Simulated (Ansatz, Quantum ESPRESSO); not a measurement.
## ErH2 (Fm-3m): zone-centre phonons

Which modes does ErH2 (Fm-3m) have at the zone centre?

Method: DFT PBEsol, scalar-relativistic, plane waves, PseudoDojo norm-conserving, 4f in core pseudopotentials, in Quantum ESPRESSO 7.5.

### 1. The starting structure

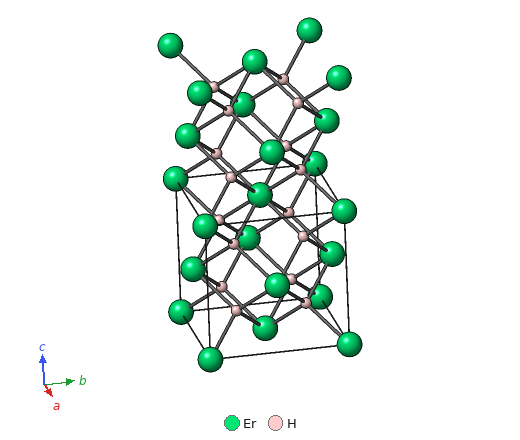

The starting structure, seen slightly off an axis (erbium green, hydrogen pink). 1×1×2 cells are drawn. This picture shows the conventional cell, with its axes. Some periodic images of atoms are drawn too.

### 2. A first look

A cheap run with smearing and empty bands tells whether the crystal has a gap, which decides between fixed occupations and smearing later on.

Contents of probe.in:

```
&control
   calculation = 'scf'
   prefix = 'x'
   outdir = './tmp'
   pseudo_dir = './pseudo'
   tprnfor = .true.
   tstress = .true.
   verbosity = 'high'
/
&system
   ibrav = 2
   celldm(1) = 9.68106694
   nat = 3
   ntyp = 2
   ecutwfc = 64.0
   input_dft = 'pbesol'
   occupations = 'smearing'
   smearing = 'gaussian'
   degauss = 0.01
/
&electrons
   conv_thr = 1.0d-07
   mixing_beta = 0.7
   electron_maxstep = 100
/
ATOMIC_SPECIES
 Er    167.2590  Er.upf
 H       1.0080  H.upf
ATOMIC_POSITIONS crystal
 Er     0.000000000   0.000000000   0.000000000
 H      0.750000000   0.750000000   0.750000000
 H      0.250000000   0.250000000   0.250000000
K_POINTS automatic
 6 6 6 0 0 0
```

Run with:

```
$ OMP_NUM_THREADS=1 mpirun -n 4 pw.x -nk 4 -in probe.in > probe.out
```

What it wrote:

```text
[banners, grids, parts of the stress and lines that vanish by symmetry left out]
Program PWSCF v.7.5
     IMPORTANT: XC functional enforced from input :
     Exchange-correlation= PBESOL
                           (   1   4  10   8   0   0   0)
[...]
kinetic-energy cutoff     =      64.0000  Ry
     charge density cutoff     =     256.0000  Ry
     scf convergence threshold =      1.0E-07
[...]
Exchange-correlation= PBESOL
                           (   1   4  10   8   0   0   0)
[...]
48 Sym. Ops., with inversion, found
[...]
(     0          1          0      )
                  (     0          0          1      )
[...]
(  0.0000000  1.0000000  0.0000000 )
                  (  0.0000000  0.0000000  1.0000000 )
[...]
(     1          0         -1      )
[...]
(     0          1         -1      )
                  (     0          1          0      )
[...]
( -1.0000000  0.0000000  0.0000000 )
                  (  0.0000000  1.0000000  0.0000000 )
[...]
number of k points=    16  Gaussian smearing, width (Ry)=  0.0100
[...]
End of self-consistent calculation
[...]
the Fermi energy is     9.8615 ev
!    total energy              =     -92.54033771 Ry
[...]
convergence has been achieved in   6 iterations
[...]
atom    1 type  1   force =    -0.00000000   -0.00000000    0.00000000
     atom    2 type  2   force =    -0.00000000    0.00000000   -0.00000000
     atom    3 type  2   force =     0.00000000   -0.00000000    0.00000000
[...]
Total force =     0.000000     Total SCF correction =     0.000000
[...]
total   stress  (Ry/bohr**3)                   (kbar)     P=      -36.81
[...]
XML data file, charge density, pseudopotentials, collected wavefunctions

   JOB DONE.
```

Run time: 2 s. Hardware: 4 MPI ranks of Arm Neoverse V2, shared host.

Read from the output:

| Property | Result |
| --- | --- |
| volume per atom | 11.20 Å³ |
| pressure | -3.681 GPa |
| gap on the k-mesh | 0 eV |

No gap opens on this mesh, so smearing is kept; the start stands at -3.7 GPa.

### 3. Relaxation

The harmonic expansion starts where the forces on the atoms vanish, and stress shifts the frequencies, so cell and atoms are relaxed with tight thresholds.

Contents of relax.in:

```
&control
   calculation = 'vc-relax'
   prefix = 'x'
   outdir = './tmp'
   pseudo_dir = './pseudo'
   tprnfor = .true.
   tstress = .true.
   forc_conv_thr = 2.0d-05
   etot_conv_thr = 1.0d-07
   nstep = 40
/
&system
   ibrav = 2
   celldm(1) = 9.68106694
   nat = 3
   ntyp = 2
   ecutwfc = 64.0
   input_dft = 'pbesol'
   occupations = 'smearing'
   smearing = 'mv'
   degauss = 0.02
/
&electrons
   conv_thr = 1.0d-11
   mixing_beta = 0.7
   electron_maxstep = 100
/
&ions
/
&cell
   press_conv_thr = 0.1
/
ATOMIC_SPECIES
 Er    167.2590  Er.upf
 H       1.0080  H.upf
ATOMIC_POSITIONS crystal
 Er     0.000000000   0.000000000   0.000000000
 H      0.750000000   0.750000000   0.750000000
 H      0.250000000   0.250000000   0.250000000
K_POINTS automatic
 10 10 10 0 0 0
```

Run with:

```
$ OMP_NUM_THREADS=1 mpirun -n 4 pw.x -nk 4 -in relax.in > relax.out
```

What it wrote:

```text
[banners, grids, parts of the stress and lines that vanish by symmetry left out]
[banner, memory and clock lines left out]
Program PWSCF v.7.5

[...]
Exchange-correlation= PBESOL
                           (   1   4  10   8   0   0   0)
[...]
kinetic-energy cutoff     =      64.0000  Ry
     charge density cutoff     =     256.0000  Ry
     scf convergence threshold =      1.0E-11
[...]
energy convergence thresh.=      1.0E-07
     force convergence thresh. =      2.0E-05
     press convergence thresh. =      1.0E-01
     Exchange-correlation= PBESOL
                           (   1   4  10   8   0   0   0)
[...]
48 Sym. Ops., with inversion, found
[...]
number of k points=    47  Marzari-Vanderbilt smearing, width (Ry)=  0.0200
[...]
End of self-consistent calculation
[...]
the Fermi energy is     9.7873 ev
!    total energy              =     -92.54011103 Ry
[...]
convergence has been achieved in   8 iterations
[...]
atom    1 type  1   force =     0.00000000    0.00000000    0.00000000
     atom    2 type  2   force =     0.00000000    0.00000000   -0.00000000
     atom    3 type  2   force =    -0.00000000   -0.00000000    0.00000000
     Total force =     0.000000     Total SCF correction =     0.000000
[...]
total   stress  (Ry/bohr**3)                   (kbar)     P=      -36.59
[...]
number of bfgs steps    =   0
[...]
CELL_PARAMETERS (alat=  9.68106694)
[...]
ATOMIC_POSITIONS (crystal)
Er               0.0000000000        0.0000000000        0.0000000000
H                0.7500000000        0.7500000000        0.7500000000
H                0.2500000000        0.2500000000        0.2500000000
[...]
New effective cutoffs (rho, wfc):  257.19   64.80
[...]
End of self-consistent calculation
[...]
the Fermi energy is     9.9902 ev
!    total energy              =     -92.54093705 Ry
[...]
convergence has been achieved in   5 iterations
[...]
atom    1 type  1   force =     0.00000000    0.00000000   -0.00000000
     atom    2 type  2   force =     0.00000000    0.00000000    0.00000000
     atom    3 type  2   force =     0.00000000    0.00000000    0.00000000
     Total force =     0.000000     Total SCF correction =     0.000000
[...]
total   stress  (Ry/bohr**3)                   (kbar)     P=      -20.94
[...]
number of bfgs steps    =   1
[...]
CELL_PARAMETERS (alat=  9.68106694)
[...]
ATOMIC_POSITIONS (crystal)
Er              -0.0000000000       -0.0000000000        0.0000000000
[...]
New effective cutoffs (rho, wfc):  261.42   65.86
[...]
End of self-consistent calculation
[...]
the Fermi energy is    10.2606 ev
!    total energy              =     -92.54130358 Ry
[...]
convergence has been achieved in   7 iterations
[...]
atom    1 type  1   force =    -0.00000000    0.00000000    0.00000000
     atom    2 type  2   force =    -0.00000000   -0.00000000    0.00000000
     atom    3 type  2   force =    -0.00000000    0.00000000   -0.00000000
     Total force =     0.000000     Total SCF correction =     0.000000
[...]
total   stress  (Ry/bohr**3)                   (kbar)     P=        1.37
[...]
number of bfgs steps    =   2
[...]
CELL_PARAMETERS (alat=  9.68106694)
[...]
ATOMIC_POSITIONS (crystal)
[...]
New effective cutoffs (rho, wfc):  261.16   65.80
[...]
End of self-consistent calculation
[...]
the Fermi energy is    10.2440 ev
!    total energy              =     -92.54130504 Ry
[...]
convergence has been achieved in   5 iterations
[...]
atom    1 type  1   force =    -0.00000000   -0.00000000    0.00000000
     atom    2 type  2   force =     0.00000000    0.00000000   -0.00000000
     atom    3 type  2   force =    -0.00000000   -0.00000000    0.00000000
     Total force =     0.000000     Total SCF correction =     0.000000
[...]
total   stress  (Ry/bohr**3)                   (kbar)     P=       -0.05
[...]
number of bfgs steps    =   3
[...]
small trust_radius: resetting bfgs history
[...]
CELL_PARAMETERS (alat=  9.68106694)
[...]
ATOMIC_POSITIONS (crystal)
[...]
New effective cutoffs (rho, wfc):  261.17   65.80
[...]
End of self-consistent calculation
[...]
the Fermi energy is    10.2443 ev
!    total energy              =     -92.54130505 Ry
[...]
convergence has been achieved in   3 iterations
[...]
atom    1 type  1   force =     0.00000000    0.00000000    0.00000000
     atom    2 type  2   force =    -0.00000000   -0.00000000   -0.00000000
     atom    3 type  2   force =     0.00000000    0.00000000   -0.00000000
     Total force =     0.000000     Total SCF correction =     0.000000
[...]
total   stress  (Ry/bohr**3)                   (kbar)     P=       -0.02
[...]
bfgs converged in   5 scf cycles and   4 bfgs steps
[...]
End of BFGS Geometry Optimization
     Final enthalpy           =     -92.5413050455 Ry
     File ./tmp/x.bfgs deleted, as requested
[...]
CELL_PARAMETERS (alat=  9.68106694)
[...]
ATOMIC_POSITIONS (crystal)
[...]
H                0.7500000000        0.7500000000        0.7500000000
H                0.2500000000        0.2500000000        0.2500000000
[...]
Final scf calculation at the relaxed structure.
[...]
kinetic-energy cutoff     =      64.0000  Ry
     charge density cutoff     =     256.0000  Ry
     scf convergence threshold =      1.0E-13
[...]
press convergence thresh. =      1.0E-01
     Exchange-correlation= PBESOL
                           (   1   4  10   8   0   0   0)
[...]
48 Sym. Ops., with inversion, found
[...]
number of k points=    47  Marzari-Vanderbilt smearing, width (Ry)=  0.0200
[...]
End of self-consistent calculation
[...]
the Fermi energy is    10.2443 ev
!    total energy              =     -92.54125668 Ry
[...]
convergence has been achieved in  10 iterations
[...]
atom    1 type  1   force =     0.00000000    0.00000000   -0.00000000
     atom    2 type  2   force =    -0.00000000    0.00000000    0.00000000
     atom    3 type  2   force =     0.00000000    0.00000000   -0.00000000
     Total force =     0.000000     Total SCF correction =     0.000000
[...]
total   stress  (Ry/bohr**3)                   (kbar)     P=       -0.19
[...]
XML data file, charge density, pseudopotentials, collected wavefunctions
```

Elapsed: 20 s, on 4 MPI ranks.

Step by step:

| step | energy less that of the first step (eV) | largest force (eV/Å) | pressure (GPa) | volume (Å³) |
| --- | --- | --- | --- | --- |
| 1 | 0.0000 | 0.0000 | -3.66 | 33.61 |
| 2 | -0.0112 | 0.0000 | -2.09 | 32.99 |
| 3 | -0.0162 | 0.0000 | 0.14 | 32.19 |
| 4 | -0.0162 | 0.0000 | -0.01 | 32.24 |
| 5 | -0.0162 | 0.0000 | 0.00 | 32.24 |
| 6 | -0.0156 | 0.0000 | -0.02 | 32.24 |

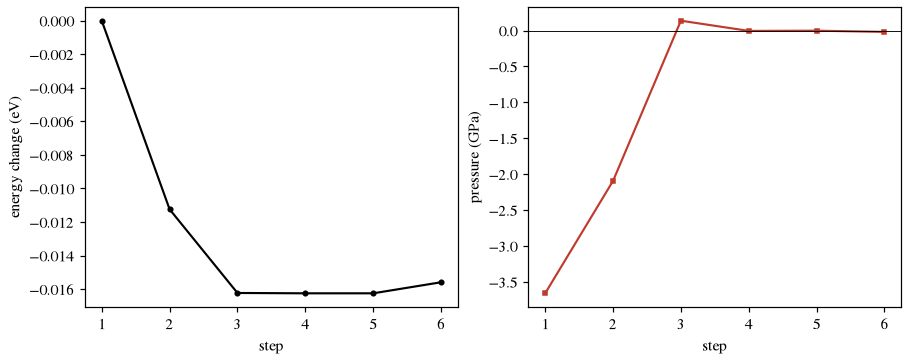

Energy and pressure along the relaxation.

| conventional cell, symmetrised | before | after | change |
| --- | --- | --- | --- |
| a (Å) | 5.123 | 5.052 | -1.4 % |
| b (Å) | 5.123 | 5.052 | -1.4 % |
| c (Å) | 5.123 | 5.052 | -1.4 % |
| volume (Å³/atom) | 11.20 | 10.75 | -4.1 % |

The relaxed structure:

```cif
data_structure
_symmetry_space_group_name_H-M 'P 1'
_symmetry_Int_Tables_number 1
_cell_length_a 3.5724
_cell_length_b 3.5724
_cell_length_c 3.5724
_cell_angle_alpha 60.000
_cell_angle_beta 60.000
_cell_angle_gamma 60.000
_cell_volume 32.24
loop_
_atom_site_label
_atom_site_type_symbol
_atom_site_fract_x
_atom_site_fract_y
_atom_site_fract_z
_atom_site_occupancy
Er1 Er 0.00000 0.00000 0.00000 1
H2 H 0.75000 0.75000 0.75000 1
H3 H 0.25000 0.25000 0.25000 1
```

The last row of the table of steps is pw.x's closing run on a basis chosen anew for the final cell, so its energy can jump.

This step gave:

| Quantity | Value |
| --- | --- |
| volume per atom | 10.75 Å³ |
| pressure | -0.019 GPa |

The volume changes by -4.1 % from the cell with which this run began.

### 4. Ground state

Perturbation theory inherits every error of the wavefunctions, so the threshold is set near the limit of the arithmetic. Smearing stays on, as the first look found no gap above 0.3 eV.

Contents of scf.in:

```
&control
   calculation = 'scf'
   prefix = 'x'
   outdir = './tmp'
   pseudo_dir = './pseudo'
   tprnfor = .true.
   tstress = .true.
/
&system
   ibrav = 2
   celldm(1) = 9.54728195
   nat = 3
   ntyp = 2
   ecutwfc = 64.0
   input_dft = 'pbesol'
   occupations = 'smearing'
   smearing = 'mv'
   degauss = 0.02
/
&electrons
   conv_thr = 1.0d-12
   mixing_beta = 0.7
   electron_maxstep = 100
/
ATOMIC_SPECIES
 Er    167.2590  Er.upf
 H       1.0080  H.upf
ATOMIC_POSITIONS crystal
 Er     0.000000000   0.000000000   0.000000000
 H      0.750000000   0.750000000   0.750000000
 H      0.250000000   0.250000000   0.250000000
K_POINTS automatic
 12 12 12 0 0 0
```

Run with:

```
$ OMP_NUM_THREADS=1 mpirun -n 4 pw.x -nk 4 -in scf.in > scf.out
```

What it wrote:

```text
[banners, grids, parts of the stress and lines that vanish by symmetry left out]
[banner, memory and clock lines left out]
Program PWSCF v.7.5

[...]
Exchange-correlation= PBESOL
                           (   1   4  10   8   0   0   0)
[...]
kinetic-energy cutoff     =      64.0000  Ry
     charge density cutoff     =     256.0000  Ry
     scf convergence threshold =      1.0E-12
[...]
Exchange-correlation= PBESOL
                           (   1   4  10   8   0   0   0)
[...]
48 Sym. Ops., with inversion, found
[...]
number of k points=    72  Marzari-Vanderbilt smearing, width (Ry)=  0.0200
[...]
End of self-consistent calculation
[...]
the Fermi energy is    10.1939 ev
!    total energy              =     -92.54119062 Ry
[...]
convergence has been achieved in   9 iterations
[...]
atom    1 type  1   force =     0.00000000    0.00000000    0.00000000
     atom    2 type  2   force =    -0.00000000   -0.00000000    0.00000000
     atom    3 type  2   force =     0.00000000    0.00000000   -0.00000000
     Total force =     0.000000     Total SCF correction =     0.000000
[...]
total   stress  (Ry/bohr**3)                   (kbar)     P=       -0.22
[...]
XML data file, charge density, pseudopotentials, collected wavefunctions
```

The job ended after 7.2 s (4 MPI ranks; 29 s of CPU time).

Numbers from this step:

```
pressure : -0.02200 GPa
```

The cell stands at -0.022 GPa, close enough for phonons.

[end of part 1 of 3]

[Host names and launcher messages were left out of these logs when they were recorded.]

[Logs are printed without paths, hosts, clocks, repeated set-up lines and the standing remarks that a program may print on its own settings, such as how far it seeks lower states.]

[Hosts, paths, dates, database ids (printed as entryN), source tags and the programs' standing remarks are cut or masked in the printed files.]
